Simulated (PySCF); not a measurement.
# One shape, several levels: InHF (SMILES [F][InH])

Aim: a comparison of 3 runs (UHF/STO-3G, UHF/3-21G, UPBE/def2-TZVP) of InHF. The job is set up through a Python script.

The calculation is run with PySCF 2.14.0.

### 1 The molecule

The species is InHF (3 atoms), meant as a doublet with charge 0. As SMILES, `[F][InH]`. The shape is that of a PBE0-D4/def2-TZVP optimisation.

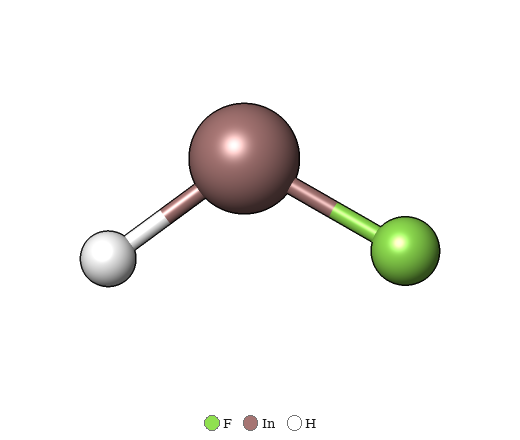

The structure, seen from a chosen angle (fluorine green, indium brown, hydrogen white).

### 2 Energy and forces at UHF/STO-3G (run 1)

run.py

```python
from pyscf import gto, scf

system = gto.M(
    atom='F 1.088400 0.989500 0.694300; In -0.522500 0.355100 -0.244800; H -0.576900 -1.409400 -0.462800',
    verbose=3,
    max_memory=1860,
    spin=1,
    basis='sto-3g',
)

myscf = scf.UHF(system)
myscf.conv_tol = 1e-10
myscf.kernel()
if not myscf.converged:
    myscf = myscf.newton().run(myscf.mo_coeff, myscf.mo_occ)

etot = myscf.e_tot
print('E = %.10f Eh' % etot)
grad = myscf.nuc_grad_method().kernel()
myscf.analyze()
```

Launch:

```sh
OMP_NUM_THREADS=1 python run.py
```

What it wrote:

```text
converged SCF energy = -5781.43577266799  <S^2> = 0.75870416  2S+1 = 2.0086853
E = -5781.4357726680 Eh
--------------- UHF gradients ---------------
         x                y                z
0 F     0.0334574850     0.0143623690     0.0196313538
1 In    -0.0311310985     0.0259668755    -0.0140629821
2 H    -0.0023263865    -0.0403292445    -0.0055683717
----------------------------------------------
**** MO energy ****
                             alpha | beta                alpha | beta
MO #1   energy= -986.811915083623  | -986.810938415316  occ= 1 | 1
MO #2   energy= -145.950001485466  | -145.948894839658  occ= 1 | 1
MO #3   energy= -137.960960819895  | -137.96055418397   occ= 1 | 1
MO #4   energy= -137.960484840082  | -137.959377728314  occ= 1 | 1
MO #5   energy= -137.959756062968  | -137.959064149979  occ= 1 | 1
MO #6   energy= -27.6431781643895  | -27.6411678016844  occ= 1 | 1
MO #7   energy= -25.7180162671468  | -25.7149587547204  occ= 1 | 1
MO #8   energy= -24.6616936728327  | -24.6605589499288  occ= 1 | 1
MO #9   energy= -24.6592045079907  | -24.6570814000178  occ= 1 | 1
MO #10  energy= -24.6571292551086  | -24.6563860493477  occ= 1 | 1
[... 19 lines of this table left out ...]
MO #30  energy= -0.179658890695722 | 0.194286248574861  occ= 1 | 0
MO #31  energy= 0.212214931778644  | 0.251582269867649  occ= 0 | 0
MO #32  energy= 0.429875750044849  | 0.463685432023677  occ= 0 | 0
MO #33  energy= 0.499417170854055  | 0.562382678723977  occ= 0 | 0

To work with the spin densities directly, `use mulliken_meta_spin()` only printing them here.

 ** Mulliken spin pop alpha/beta on meta-lowdin orthogonal AOs **
 ** Mulliken Spin Density (per atom)  **
spin density of  0 F =      0.08972
spin density of  1 In =      0.79430
spin density of  2 H =      0.11599
 ** Mulliken pop alpha/beta on meta-lowdin orthogonal AOs **
 ** Mulliken atomic charges   ( Nelec_alpha | Nelec_beta ) **
charge of  0F =     -0.28755  (     4.68863      4.59891 )
charge of  1In =      0.45695  (    24.66867     23.87438 )
charge of  2H =     -0.16941  (     0.64270      0.52671 )
Dipole moment(X, Y, Z, Debye): -1.77901,  0.56340, -0.90201
```

Run time: 1.6 s. Hardware: 1 thread of Arm Neoverse V1, shared host; peak memory 0.12 GiB.

### 3 Energy and gradient at UHF/3-21G (run 2)

input.py

```python
import pyscf.grad
from pyscf import gto

mol = gto.M(
    atom='''
F      2.056778     1.869884     1.312037
In    -0.987382     0.671042    -0.462605
H     -1.090183    -2.663380    -0.874565
''',
    verbose=4,
    max_memory=1860,
    unit='bohr',
    basis='3-21g',
    spin=1,
)

mf = mol.UHF()
mf.conv_tol = 1e-10
mf.kernel()
if not mf.converged:
    mf = mf.newton().run(mf.mo_coeff, mf.mo_occ)

energy = mf.e_tot
print('E = %.10f Eh' % energy)
grad = mf.Gradients().kernel()
mf.analyze()
```

Launch:

```sh
OMP_NUM_THREADS=1 python input.py
```

What it wrote:

```text
PySCF version 2.14.0

[INPUT] num. atoms = 3
[INPUT] num. electrons = 59
[INPUT] charge = 0
[INPUT] spin (= nelec alpha-beta = 2S) = 1
[INPUT] symmetry False subgroup None
[INPUT] Mole.unit = bohr
[INPUT] Symbol           X                Y                Z      unit          X                Y                Z       unit  Magmom
[INPUT]  1 F      1.088400045522   0.989499999864   0.694300080284 AA    2.056778000000   1.869884000000   1.312037000000 Bohr   0.0
[INPUT]  2 In    -0.522500052873   0.355100133970  -0.244800023658 AA   -0.987382000000   0.671042000000  -0.462605000000 Bohr   0.0
[INPUT]  3 H     -0.576899999332  -1.409400000020  -0.462799867468 AA   -1.090183000000  -2.663380000000  -0.874565000000 Bohr   0.0

[... 80 lines left out ...]
converged SCF energy = -5814.21220130949  <S^2> = 0.76332823  2S+1 = 2.0132841
[... 12 lines left out ...]
Nuclear Repulsion Energy =             134.577506505404585
[... 1 line left out ...]
Two-electron Energy =                 2353.313247751773361
[... 1 line left out ...]
DFT Exchange-Correlation Energy =     -164.261922079784654
[... 4 lines left out ...]
MO #2   energy= -148.681539798347  | -148.680423970043  occ= 1 | 1
[... 2 lines left out ...]
MO #42  energy= 3.63502746785845   | 3.63996619124193   occ= 0 | 0
[... 62 lines left out ...]
Dipole moment(X, Y, Z, Debye): -2.59635, -0.09113, -1.41405
```

It took 1.6 s on 1 thread of Arm Neoverse V1, shared host; peak memory 0.12 GiB.

### 4 Energy and gradient at UPBE/def2-TZVP (core potential) (run 3)

run.py

```python
from pyscf import gto, dft

mol = gto.Mole()
mol.atom = [
    ('F', (1.088400, 0.989500, 0.694300)),
    ('In', (-0.522500, 0.355100, -0.244800)),
    ('H', (-0.576900, -1.409400, -0.462800)),
]
mol.basis = 'def2-tzvp'
mol.max_memory = 1860
mol.spin = 1
mol.verbose = 4
mol.ecp = {'In': 'def2-svp'}
mol.build()

mf = dft.UKS(mol)
mf.xc = 'pbe'
mf.conv_tol = 1e-10
mf.grids.level = 5
mf.kernel()
if not mf.converged:
    mf = mf.newton().run(mf.mo_coeff, mf.mo_occ)

etot = mf.e_tot
print('E = %.10f Eh' % etot)
grad = mf.nuc_grad_method().kernel()
mf.analyze()
```

Launch:

```sh
OMP_NUM_THREADS=1 python run.py
```

What it wrote:

```text
PySCF version 2.14.0

[INPUT] num. atoms = 3
[INPUT] num. electrons = 31
[INPUT] charge = 0
[INPUT] spin (= nelec alpha-beta = 2S) = 1
[INPUT] symmetry False subgroup None
[INPUT] Mole.unit = angstrom
[INPUT] Symbol           X                Y                Z      unit          X                Y                Z       unit  Magmom
[INPUT]  1 F      1.088400000000   0.989500000000   0.694300000000 AA    2.056777913977   1.869884000257   1.312036848286 Bohr   0.0
[INPUT]  2 In    -0.522500000000   0.355100000000  -0.244800000000 AA   -0.987381900085   0.671041746833  -0.462604955294 Bohr   0.0
[INPUT]  3 H     -0.576900000000  -1.409400000000  -0.462800000000 AA   -1.090183001262  -2.663379999962  -0.874565250449 Bohr   0.0

[... 97 lines left out ...]
converged SCF energy = -290.525840610149  <S^2> = 0.75403872  2S+1 = 2.0040347
[... 13 lines left out ...]
Nuclear Repulsion Energy =              58.542473701562486
[... 1 line left out ...]
Two-electron Energy =                  243.116745988274005
[... 1 line left out ...]
DFT Exchange-Correlation Energy =      -27.439712054863577
[... 4 lines left out ...]
MO #2   energy= -4.49230508753684  | -4.49108480493292  occ= 1 | 1
[... 2 lines left out ...]
MO #87  energy= 125.016226073467   | 125.017441835178   occ= 0 | 0
[... 107 lines left out ...]
Dipole moment(X, Y, Z, Debye): -2.31871, -0.59488, -1.31772
```

Wall time 23 s (1 thread of Arm Neoverse V1, shared host); peak memory 0.87 GiB.

### 5 All runs side by side

| run | level | core potential | integration grid | energy (Eh) | dipole moment (D) | HOMO energy (eV) | LUMO energy (eV) | wall time |
| --- | --- | --- | --- | --- | --- | --- | --- | --- |
| 1 | UHF/STO-3G | – | – | -5781.435773 | 2.07 | -4.89 | 5.29 | 1.6 s |
| 2 | UHF/3-21G | – | – | -5814.212201 | 2.96 | -8.35 | 0.16 | 1.6 s |
| 3 | UPBE/def2-TZVP (core potential) | def2-svp | 5 | -290.525841 | 2.73 | -5.38 | -4.27 | 23 s |

### 6 Outcome

| quantity | value |
| --- | --- |
| run 3: total energy | -290.52584 Eh |
| run 3: dipole moment | 2.73 D |
| run 3: HOMO energy (highest over α and β) | -5.38 eV |
| run 3: LUMO energy (lowest over α and β) | -4.27 eV |
| run 3: ⟨S²⟩ | 0.754 |
| run 3: largest force on an atom | 0.500 eV/Å |

**Reading.** The dipole moment (its size) runs from 2.07 D (UHF/STO-3G) to 2.96 D (UHF/3-21G). Some runs of one species differ in core potentials or relativity; totals across that change don't compare. In run 1 the basis is minimal, so the values are rough. In runs 1, 2 relativity is left out where basis or elements ask for it. All runs together took 26 s, the longest 23 s.
